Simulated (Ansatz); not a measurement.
# C₂H₈SSn: what the fields show

```xyz
12

C    -0.6241    1.7342    0.6903
S     0.9099    1.3991   -0.2867
C     0.7977   -0.0662   -1.0658
Sn    0.5090   -1.9298   -0.1128
H    -0.4389    2.6072    1.3488
H    -0.8850    0.8425    1.2926
H    -1.4272    1.9483   -0.0393
H     1.1612    0.0063   -2.1015
H     1.6663    1.3206    0.9119
H     1.3836   -3.1809   -0.9322
H     1.0861   -1.7621    1.5247
H    -1.1534   -2.4321   -0.0019
```

Core potentials replace the inner electrons of Sn.

These are results of Ansatz, RKS PBE-D4/def2-SVP, not measurements.

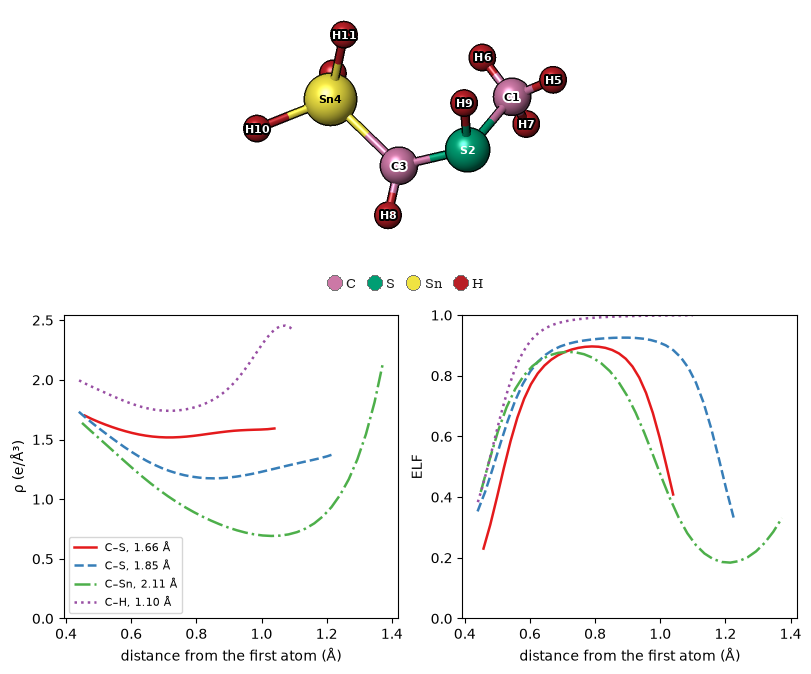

Figure 1. Electron density and ELF along straight lines between neighbouring atoms. The curves leave out the atomic cores. The structure is drawn too.

Q: What can be read from the curves?

A: C–S (1.66 Å): ρ at the midpoint is about 1.5 e/Å³; the ELF peaks at about 0.90 between the atoms: localised, covalent bonding.
C–S (1.85 Å): ρ is about 1.2 e/Å³ halfway; the ELF peaks at about 0.95 between the atoms (a covalent bond).
C–Sn (2.11 Å): ρ is about 0.69 e/Å³ halfway; the ELF peaks at about 0.90 in the valence shell of C, 0.7 Å from its nucleus, and drops to about 0.20 between the two atoms.
C–H (1.10 Å): the density is about 1.9 e/Å³ at the midpoint; the ELF climbs to about 1 towards the hydrogen, as it does in any bond to H (a covalent bond by its length).

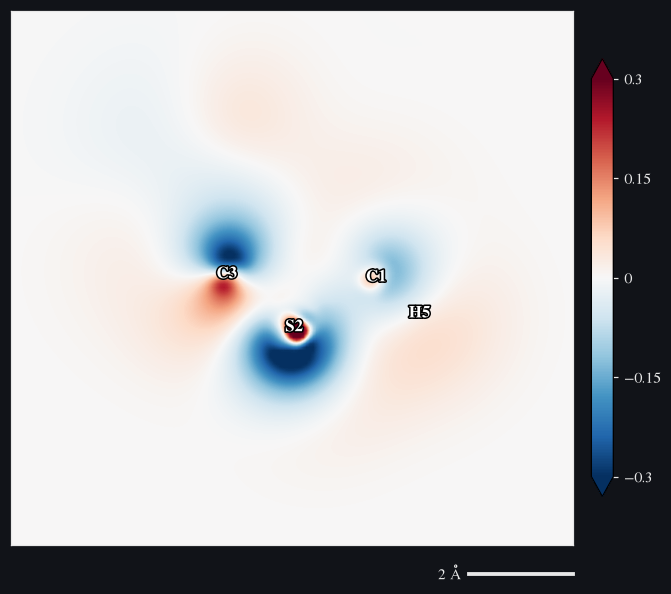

Figure 2. The LUMO on the plane of atoms C1, S2 and C3 (values in Å⁻³ᐟ²; the overall sign is arbitrary).

Q: Where does this orbital lie, and at what energy?

A: By Hirshfeld shares it lies mainly on S2 (about 30 %), H9 (about 30 %), Sn4 (about 10 %) and C3 (about 10 %). Its energy is −0.61 eV.
